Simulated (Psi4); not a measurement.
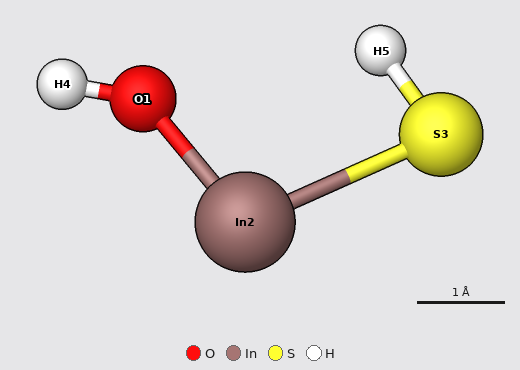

**Figure 1.** The structure (ball-and-stick view, seen at a tilt; atoms are numbered from 1 in the order of the input). Sticks mark near contacts. Bond lengths as drawn: H–O 0.95 Å, H–S 1.32 Å, In–O 2.00 Å and In–S 2.57 Å.

## Property calculation of InH2SO (part 1 of 2)

The run: property calculation of InH2SO, multiplicity 2, SMILES [OH][In][SH]. Method and program: wB97X-D/def2-QZVP, UKS, core potentials def2 (Psi4 1.11).

The geometry comes from this level: GFN2-xTB.

### Input (job.inp)
```
memory 1.6 GB

molecule molecule1 {
  0 2
  O      0.134880     1.258050     0.359820
  In    -0.551890    -0.423160     1.186200
  S     -0.147150    -2.026810    -0.782080
  H      0.279490     2.148900     0.665070
  H      0.284680    -0.956990    -1.429020
  symmetry c1
}

set {
  basis                def2-QZVP
  reference            uks
  puream               true
  scf_type             df
  dft_radial_points    99
  dft_spherical_points 590
  maxiter              150
}

e_tot, wfn = energy("wb97x-d", return_wfn=True)
oeprop(wfn, "DIPOLE", "QUADRUPOLE", "MULLIKEN_CHARGES", "LOWDIN_CHARGES", title="WB97X-D")
print_variables()
```

Launched with:
```bash
psi4 job.inp job.out -n 1
```

### Output
```
Psi4 1.11 release

   => Loading Basis Set <=

    Name: DEF2-QZVP
    Role: ORBITAL
    Keyword: BASIS

    !!!  WARNING: ECP capability is in beta. Please check occupations closely.  !!!

   => WB97X-D: Empirical Dispersion <=

    Chai and Head-Gordon Dispersion Correction

        s6 =       1.000000

         ---------------------------------------------------------
                                   SCF
                              UKS Reference
                        1 Threads,   1525 MiB Core
         ---------------------------------------------------------

  ==> Geometry <==

    Molecular point group: c1
    Full point group: C1

    Geometry (in Angstrom), charge = 0, multiplicity = 2:

       Center              X                  Y                   Z               Mass
    ------------   -----------------  -----------------  -----------------  -----------------
         O            0.531474065583     1.816618419332    -0.345390041481    15.994914619570
         IN          -0.155295934417     0.135408419332     0.480989958519   114.903878776000
         S            0.249444065583    -1.468241580668    -1.487290041481    31.972071174400
         H            0.676084065583     2.707468419332    -0.040140041481     1.007825032230
         H            0.681274065583    -0.398421580668    -2.134230041481     1.007825032230

  Running in c1 symmetry.

  Rotational constants: A =      0.29393  B =      0.08965  C =      0.06870 [cm^-1]
  Rotational constants: A =   8811.83662  B =   2687.76148  C =   2059.65609 [MHz]
  Nuclear repulsion =  155.516773500790862

  Charge       = 0
  Multiplicity = 2
  Electrons    = 47
  Nalpha       = 24
  Nbeta        = 23

  ==> Algorithm <==

  SCF Algorithm Type is DF.
  DIIS enabled.
  MOM disabled.
  Fractional occupation disabled.
  Guess Type is SAD.
  Energy threshold   = 1.00e-06
  Density threshold  = 1.00e-06
  Integral threshold = 1.00e-12

  ==> Primary Basis <==

  Basis Set: DEF2-QZVP
    Blend: DEF2-QZVP
    Number of shells: 81
    Number of basis functions: 269
    Number of Cartesian functions: 332
    Spherical Harmonics?: true
    Max angular momentum: 4

  Core potential: DEF2-QZVP
    Number of shells: 4
    Number of ECP primitives: 18
    Number of ECP core electrons: 28
    Max angular momentum: 3

  ==> DFT Potential <==

   => LibXC <=

    Version 7.1.2

   => Composite Functional: WB97X-D <=

    wB97X-D Hyb-GGA Exchange-Correlation Functional

    Deriv               =              1
    GGA                 =           TRUE
    Meta                =          FALSE

    Exchange Hybrid     =           TRUE
    MP2 Hybrid          =          FALSE

   => Exchange-Correlation Functionals <=

    1.0000   wB97X-D range-separated functional

   => Exact (HF) Exchange <=

    0.7780            HF,LR [omega = 0.2000]
    0.2220               HF

   => LibXC Density Thresholds  <==

    XC_HYB_GGA_XC_WB97X_D:  1.00E-14

   => Molecular Quadrature <=

    Radial Scheme          =       TREUTLER
    Pruning Scheme         =           NONE
    Nuclear Scheme         =       TREUTLER

    Blocking Scheme        =         OCTREE
    BS radius alpha        =              1
    Pruning alpha          =              1
    Radial Points          =             99
    Spherical Points       =            590
    Total Points           =         281805
    Total Blocks           =           2132
    Max Points             =            256
    Max Functions          =            252
    Weights Tolerance      =       1.00E-15

   => Loading Basis Set <=

    Name: (DEF2-QZVP AUX)
    Role: JKFIT
    Keyword: DF_BASIS_SCF

  ==> Integral Setup <==

  DFHelper Memory: AOs need 0.717 GiB; user supplied 0.717 GiB.
  SCF_SUBTYPE=INCORE selected. In-core MEM_DF algorithm will be used.
  Using in-core AOs.

  ==> MemDFJK: Density-Fitted J/K Matrices <==

    J tasked:                   Yes
    K tasked:                   Yes
    wK tasked:                  Yes
    Omega:                2.000E-01
    Memory [MiB]:               734
    Algorithm:                 Core
    Schwarz Cutoff:           1E-12
    Mask sparsity (%):       6.0364
    Fitting Condition:        1E-10

   => Auxiliary Basis Set <=

  Basis Set: (DEF2-QZVP AUX)
    Blend: DEF2-UNIVERSAL-JKFIT
    Number of shells: 121
    Number of basis functions: 459
    Number of Cartesian functions: 597
    Spherical Harmonics?: true
    Max angular momentum: 5

  Cached 25.0% of DFT collocation blocks in 0.376 [GiB].

  Minimum eigenvalue in the overlap matrix is 2.2534742513E-04.
  Reciprocal condition number of the overlap matrix is 3.3409641536E-05.
    Using symmetric orthogonalization.

  ==> Pre-Iterations <==

  SCF Guess: Superposition of Atomic Densities via on-the-fly atomic UHF (no occupation information).

   -------------------------
    Irrep   Nso     Nmo
   -------------------------
     A        269     269
   -------------------------
    Total     269     269
   -------------------------

  ==> Iterations <==

                           Total Energy        Delta E     RMS |[F,P]|

   @DF-UKS iter SAD:  -663.33532438705049   -6.63335e+02   0.00000e+00
   @DF-UKS iter   1:  -664.47770057283969   -1.14238e+00   3.91340e-03 ADIIS/DIIS
   @DF-UKS iter   2:  -663.86169834332100    6.16002e-01   5.93437e-03 ADIIS/DIIS
   @DF-UKS iter   3:  -664.84275096191232   -9.81053e-01   1.11328e-03 ADIIS/DIIS
   @DF-UKS iter   4:  -664.87601838926128   -3.32674e-02   2.06443e-04 ADIIS/DIIS
   @DF-UKS iter   5:  -664.87740165215735   -1.38326e-03   7.07869e-05 DIIS
   @DF-UKS iter   6:  -664.87763159677331   -2.29945e-04   3.23741e-05 DIIS
   @DF-UKS iter   7:  -664.87771254305960   -8.09463e-05   1.14098e-05 DIIS
   @DF-UKS iter   8:  -664.87773425751391   -2.17145e-05   4.52074e-06 DIIS
   @DF-UKS iter   9:  -664.87773941012597   -5.15261e-06   2.07403e-06 DIIS
   @DF-UKS iter  10:  -664.87774066987947   -1.25975e-06   8.52512e-07 DIIS
   @DF-UKS iter  11:  -664.87774092662266   -2.56743e-07   3.87713e-07 DIIS
  Energy and wave function converged.

  ==> Post-Iterations <==

   Electrons on quadrature grid:
      Nalpha   =   24.0000005794 ; deviation = 5.794e-07
      Nbeta    =   23.0000005650 ; deviation = 5.650e-07
      Ntotal   =   47.0000011444 ; deviation = 1.144e-06

   @Spin Contamination Metric:   9.308198300E-03
   @S^2 Expected:                7.500000000E-01
   @S^2 Observed:                7.593081983E-01
   @S   Expected:                5.000000000E-01
   @S   Observed:                5.000000000E-01

    Orbital Energies [Eh]
    ---------------------

    Alpha Occupied:

       1A    -89.011908     2A    -19.231489     3A     -8.047320
       4A     -5.996145     5A     -5.993410     6A     -5.987563
       7A     -4.791546     8A     -3.192540     9A     -3.188278
      10A     -3.184160    11A     -1.062652    12A     -0.871117
      13A     -0.865201    14A     -0.863151    15A     -0.862244
      16A     -0.858436    17A     -0.800256    18A     -0.570270
      19A     -0.478908    20A     -0.433688    21A     -0.400166
      22A     -0.392293    23A     -0.335699    24A     -0.304334

    Alpha Virtual:

      25A      0.001791    26A      0.038406    27A      0.043460
      28A      0.087007    29A      0.088130    30A      0.100259
      31A      0.119255    32A      0.144625    33A      0.152711
      34A      0.181952    35A      0.183820    36A      0.187473
      37A      0.200392    38A      0.232853    39A      0.248286
      40A      0.273204    41A      0.274536    42A      0.321089
      43A      0.328195    44A      0.357883    45A      0.360404
      46A      0.366756    47A      0.388256    48A      0.403404
      49A      0.407996    50A      0.428472    51A      0.432179
      52A      0.461949    53A      0.510935    54A      0.519368
      55A      0.529595    56A      0.538302    57A      0.541295
      58A      0.550798    59A      0.552821    60A      0.572421
      61A      0.586024    62A      0.590795    63A      0.606334
      64A      0.644486    65A      0.694884    66A      0.719551
      67A      0.748739    68A      0.758365    69A      0.777080
      70A      0.818727    71A      0.847246    72A      0.898959
      73A      0.956580    74A      0.973624    75A      1.034813
      76A      1.052713    77A      1.054086    78A      1.067318
      79A      1.109086    80A      1.113175    81A      1.118542
      82A      1.130936    83A      1.144080    84A      1.169022
      85A      1.211085    86A      1.216380    87A      1.219717
      88A      1.232290    89A      1.237463    90A      1.250201
      91A      1.255841    92A      1.261083    93A      1.280612
      94A      1.286546    95A      1.302371    96A      1.330336
      97A      1.362624    98A      1.371438    99A      1.400568
     100A      1.409210   101A      1.423238   102A      1.428595
     103A      1.435109   104A      1.511307   105A      1.528968
     106A      1.547528   107A      1.556946   108A      1.564550
     109A      1.581366   110A      1.603337   111A      1.617747
     112A      1.629479   113A      1.658711   114A      1.672494
     115A      1.746841   116A      1.815162   117A      1.903770
     118A      1.934772   119A      1.939790   120A      1.962286
     121A      1.992100   122A      2.025484   123A      2.121325
     124A      2.161025   125A      2.201990   126A      2.227119
     127A      2.266216   128A      2.297145   129A      2.312720
     130A      2.375767   131A      2.425204   132A      2.461403
     133A      2.531820   134A      2.626065   135A      2.675965
     136A      2.729554   137A      2.766473   138A      2.774470
     139A      2.784127   140A      2.788900   141A      2.803010
     142A      2.821418   143A      2.833268   144A      2.886675
     145A      2.897643   146A      2.910068   147A      2.921068
     148A      2.941597   149A      2.973590   150A      3.058533
     151A      3.078669   152A      3.092229   153A      3.143487
     154A      3.168460   155A      3.197830   156A      3.220365
     157A      3.265090   158A      3.270546   159A      3.295485
     160A      3.364704   161A      3.382848   162A      3.392426
     163A      3.408237   164A      3.421237   165A      3.458640
     166A      3.477253   167A      3.535304   168A      3.585972
     169A      3.643721   170A      3.724190   171A      3.748556
     172A      3.797532   173A      3.836730   174A      3.913044
     175A      3.997829   176A      4.016081   177A      4.130396
     178A      4.141564   179A      4.210229   180A      4.236724
     181A      4.372053   182A      4.431837   183A      4.500561
     184A      4.593033   185A      4.719035   186A      5.014666
     187A      5.324481   188A      5.468826   189A      5.789815
     190A      5.920233   191A      5.931560   192A      5.934632
     193A      5.942574   194A      6.431990   195A      6.453133
     196A      6.679614   197A      6.680094   198A      6.707555
     199A      6.880212   200A      6.952893   201A      6.997093
     202A      7.304809   203A      7.315500   204A      7.382199
     205A      7.398198   206A      7.530338   207A      7.839056
     208A      7.894805   209A      7.904451   210A      7.955274
     211A      8.061335   212A      8.085639   213A      8.109929
     214A      8.245313   215A      8.394385   216A      8.423539
     217A      8.426781   218A      8.485609   219A      8.491866
     220A      8.551045   221A      8.597401   222A      8.598331
     223A      8.660897   224A      8.723948   225A      8.746761
     226A      8.778366   227A      8.826747   228A      8.837558
     229A      8.919959   230A      8.953167   231A      8.990030
     232A      8.993101   233A      9.010714   234A      9.034003
     235A      9.188284   236A      9.196790   237A     10.309017
     238A     10.316934   239A     10.492534   240A     10.787845
     241A     10.899233   242A     10.938701   243A     11.110679
     244A     11.121410   245A     11.349407   246A     11.379112
     247A     11.412128   248A     11.928858   249A     12.041868
     250A     12.320481   251A     12.342869   252A     12.427251
     253A     12.505465   254A     13.962753   255A     14.026116
     256A     14.110499   257A     16.827905   258A     24.505470
     259A     28.838849   260A     29.056302   261A     29.261179
     262A     39.051169   263A     39.058437   264A     39.063168
     265A     48.022027   266A     77.854668   267A     83.976952
     268A    253.132871   269A    450.857833

    Beta Occupied:

       1A    -89.009789     2A    -19.227558     3A     -8.045244
       4A     -5.992292     5A     -5.989019     6A     -5.986066
       7A     -4.789295     8A     -3.190629     9A     -3.185996
      10A     -3.182726    11A     -1.051742    12A     -0.867015
      13A     -0.862435    14A     -0.860206    15A     -0.859549
      16A     -0.855342    17A     -0.786897    18A     -0.563390
      19A     -0.471811    20A     -0.411322    21A     -0.387740
      22A     -0.366976    23A     -0.330711

    Beta Virtual:
```
